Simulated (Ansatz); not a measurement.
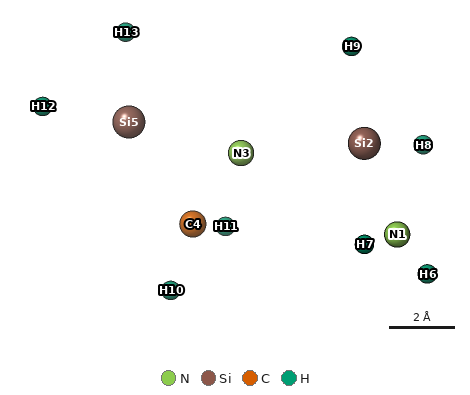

**Figure 1.** The structure as given in the input (ball-and-stick view, seen at an oblique angle; atoms are numbered from 1 in the order of the input). Sticks are drawn by distance; a stretched bond gets none, so the picture shows separate pieces.

## Single-point calculation, with input and output: CH8N2Si2

The run: single-point calculation of CH8N2Si2. Method and program: RKS wB97X-V/def2-TZVP (Ansatz 0.2.0).

Some settings of this run were made unusual or wrong on purpose. The geometry comes from this level: PBE0-D4/def2-TZVP. Figures and captions count atoms from 1; the log counts them from 0 in places.

## Input
```yaml
crystal:
  periodic: [false, false, false]
  atoms:
    - {symbol: N, position_ang: [-4.840993, -2.420921, 0.120421]}
    - {symbol: Si, position_ang: [-2.076357, -1.644539, 2.094269]}
    - {symbol: N, position_ang: [0.811886, 0.626520, 0.175309]}
    - {symbol: C, position_ang: [2.986883, 0.021872, -2.683693]}
    - {symbol: Si, position_ang: [3.485518, 3.209905, -0.408372]}
    - {symbol: H, position_ang: [-4.785490, -3.966723, -0.736517]}
    - {symbol: H, position_ang: [-6.400766, -0.631918, -0.298838]}
    - {symbol: H, position_ang: [-0.298062, -4.553151, 2.418625]}
    - {symbol: H, position_ang: [-2.359482, 0.247093, 4.844428]}
    - {symbol: H, position_ang: [1.544756, 0.631332, -4.667678]}
    - {symbol: H, position_ang: [3.829355, -1.539033, -2.532835]}
    - {symbol: H, position_ang: [2.724136, 6.638302, -0.730332]}
    - {symbol: H, position_ang: [5.655086, 3.334768, 1.908373]}
basis:
  gaussian: {orbitals: def2-TZVP}
hamiltonian: {xc: {name: wB97X-V}}
output: {forces: true}
```

Run on 4 threads of Arm Neoverse V1, 23 GiB of memory available, shared host.

Launch command:
```bash
ansatz run in.yaml --threads 4 --pin off --events-out ev --progress --plain --max-ram 10444MiB
```

## What the program printed
```
Functional definition: wB97X-V
  name "wB97X-V"
  cite "Mardirossian & Head-Gordon, Phys. Chem. Chem. Phys. 16, 9904 (2014) doi:10.1039/C3CP54374A"
  cite "Becke, J. Chem. Phys. 107, 8554 (1997) doi:10.1063/1.475007"
  cite "Vydrov & Van Voorhis, J. Chem. Phys. 133, 244103 (2010) doi:10.1063/1.3521275"
  parameter omega = 0.3/bohr
  parameter cx = 0.167
  parameter cx1 = 0.603
  parameter cx2 = 1.194
  parameter css0 = 0.556
  parameter css1 = -0.257
  parameter cos0 = 1.219
  parameter cos1 = -1.850
  parameter b = 6.0
  parameter c = 0.01
  exchange = spin_sum(e_x_unif_sr(omega)*poly(b97_u_x, 1 - cx, cx1, cx2)) + cx*exact_x_sr(omega) + exact_x_lr(omega)
  correlation = spin_sum(e_c_pw_same_spin*poly(b97_u_same, css0, css1))
      + integral(e_c_pw_opposite_spin*poly(b97_u_opposite, cos0, cos1)) + vv10(b, c)
1346 factors; their error is unknown
371 factors; integrals over basis functions are off by at most 4.8e-5 eV
mean field evaluation 1: about -19772.2279 eV, gradient 1.3e2 eV
mean field evaluation 2: about -19424.0290 eV, gradient 1.9e2 eV
mean field evaluation 4: about -19617.9637 eV, gradient 1.6e2 eV
mean field evaluation 8: about -19839.7229 eV, gradient 9.2e0 eV
mean field evaluation 16: about -19843.1910 eV, gradient 8.6e-2 eV
mean field evaluation 32: about -19843.2785 eV, gradient 9.0e-6 eV
mean field -19843.27849293 eV, -729.2270343579 hartree, gradient 1.9e-7 eV, S^2 0.000000; 6 other end points of the search recorded, 0 dependent functions left out
the calculation of the forces begins
reference -19843.27848799 eV, -729.2270341762 hartree; 28, 28 occupied and 187, 187 virtual orbitals, 1346 factors
Total energy: -19843.27848799 eV, -729.2270341762 hartree
Atom 0 at    -4.840993    -2.420921     0.120421 Å, force    -0.700728    -2.144411    -0.918153 eV/Å
Atom 1 at    -2.076357    -1.644539     2.094269 Å, force     0.373629    -0.167969     0.235935 eV/Å
Atom 2 at     0.811886     0.626520     0.175309 Å, force    -0.014129    -0.061285     0.130045 eV/Å
Atom 3 at     2.986883     0.021872    -2.683693 Å, force     0.793094    -2.398972    -0.851611 eV/Å
Atom 4 at     3.485518     3.209905    -0.408372 Å, force     0.591758     1.043735     1.324154 eV/Å
Atom 5 at    -4.785490    -3.966723    -0.736517 Å, force    -0.212757     4.290912     1.703024 eV/Å
Atom 6 at    -6.400766    -0.631918    -0.298838 Å, force     1.675802    -1.943179     0.010034 eV/Å
Atom 7 at    -0.298062    -4.553151     2.418625 Å, force    -0.760972     1.198319    -0.105979 eV/Å
Atom 8 at    -2.359482     0.247093     4.844428 Å, force     0.089400    -0.865785    -1.217699 eV/Å
Atom 9 at     1.544756     0.631332    -4.667678 Å, force     1.391451    -0.909637     1.741872 eV/Å
Atom 10 at     3.829355    -1.539033    -2.532835 Å, force    -2.212310     3.425922    -0.754963 eV/Å
Atom 11 at     2.724136     6.638302    -0.730332 Å, force     0.311550    -1.376998     0.124510 eV/Å
Atom 12 at     5.655086     3.334768     1.908373 Å, force    -1.325789    -0.090652    -1.421167 eV/Å
Dipole moment:    -0.427035    -0.984426    -0.126765 e Å
```

## What the run reported

```json
{"quantity": "outcome", "value": "converged"}
{"quantity": "total energy", "value": "−19843.2785 eV"}
{"quantity": "SCF solution under orbital rotations", "value": "stable"}
{"quantity": "largest force (length of the vector)", "value": "4.621 eV/Å"}
{"quantity": "dipole moment", "value": "5.19 D"}
{"quantity": "wall time", "value": "50 s (CPU time 3.2 min)"}
{"quantity": "peak memory", "value": "0.72 GiB"}
```

## Diagnosis

The input was spoiled on purpose: apart. The run converged all the same; its numbers are those of the faulty input and shouldn't be used.
